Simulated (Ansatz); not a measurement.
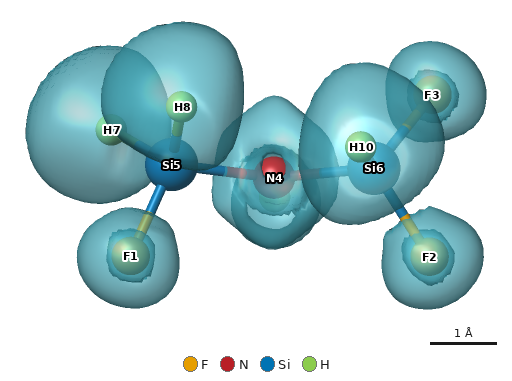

Figure. F₃H₄NSi₂ (SMILES F[SiH2]N[SiH](F)F). Isosurface of the ELF at 0.75 (cyan), seen from one side. Only the valence region is drawn (cores and ρ < 0.01 e/Å³ removed).

Geometry: B3LYP/6-31G*.

The calculation used isolated molecule in a Gaussian basis; Kohn-Sham density functional theory, functional PBE0 (Ansatz 0.2.0).

| atom | x (Å) | y (Å) | z (Å) |
| --- | --- | --- | --- |
| F | -2.9323 | 0.0685 | 2.8527 |
| F | 1.6446 | 0.0039 | 2.2907 |
| F | 1.4692 | -1.2455 | 0.0874 |
| N | -0.7422 | -1.2032 | 1.6990 |
| Si | -2.4120 | -0.7583 | 1.5667 |
| Si | 0.6197 | -0.3431 | 1.1064 |
| H | -3.2236 | -1.9942 | 1.4956 |
| H | -2.5514 | 0.1153 | 0.3825 |
| H | -0.5483 | -2.0427 | 2.2409 |
| H | 0.1662 | 0.8847 | 0.4388 |

Question: What do the ELF domains correspond to?

Answer: The ELF exceeds this value in three regions around hydrogen nuclei, three regions wrapped around F (its lone pairs, merged into a ring or cap) and one joined region spread over several atoms (H, N), in which their bonds and any lone pairs are merged. Along the contacts the grid gives the following. Si–F (1.60 Å): the ELF peaks at about 0.85 in the valence shell of F, 0.6 Å from its nucleus, and is about 0.50 at the midpoint. Si–N (1.72 Å): the ELF peaks at about 0.90 between the atoms, as expected for a shared but strongly polarised pair.
